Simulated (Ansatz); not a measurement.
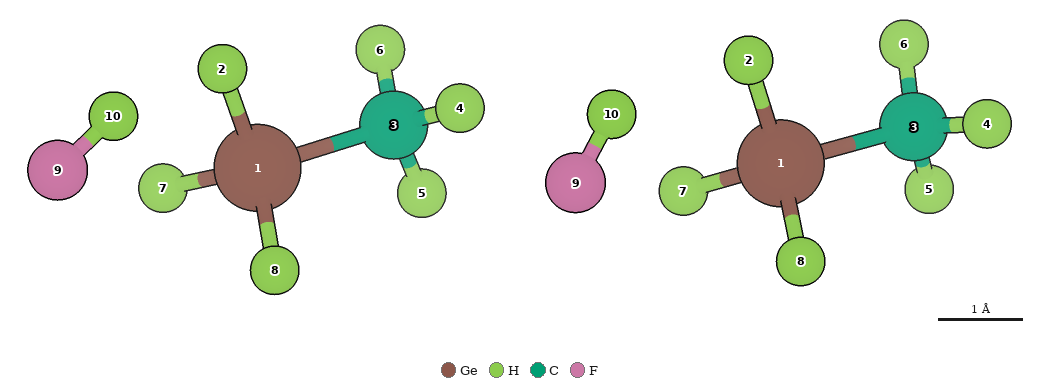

Two geometries of CH$_{7}$FGe, drawn at one scale. One is the start of a relaxation, the other its converged end. A ball-and-stick model, seen from a free direction.

All numbers below come from RKS LDA/def2-SVP (Ansatz). Set-up: no spin polarisation; force threshold 0.03 eV/Å; at most 50 steps.

Which geometry has the lower energy?

Answer. The left one is the relaxed one. The run prepares an end point of a later path (reaction) calculation, from a guessed geometry. The atom that moves furthest after the best rigid fit is H10 (0.26 Å). Largest moves by element: H 0.26 Å, F 0.21 Å, Ge 0.11 Å, C 0.04 Å. Some distances before and after: F9–H10 0.933 → 0.947 Å, Ge1–H2 1.553 → 1.565 Å, Ge1–C3 1.944 → 1.936 Å. The energy falls by 0.96 kcal/mol in 7 accepted moves (10 points after the start). Largest force component: 0.43 eV/Å at the start, 0.018 eV/Å at the end. The line search rejected the trial steps at points 1, 4, 7 of the run. Cost: 12 s on 2 threads of Arm Neoverse V1, with other jobs on the host, peak memory 0.12 GiB.
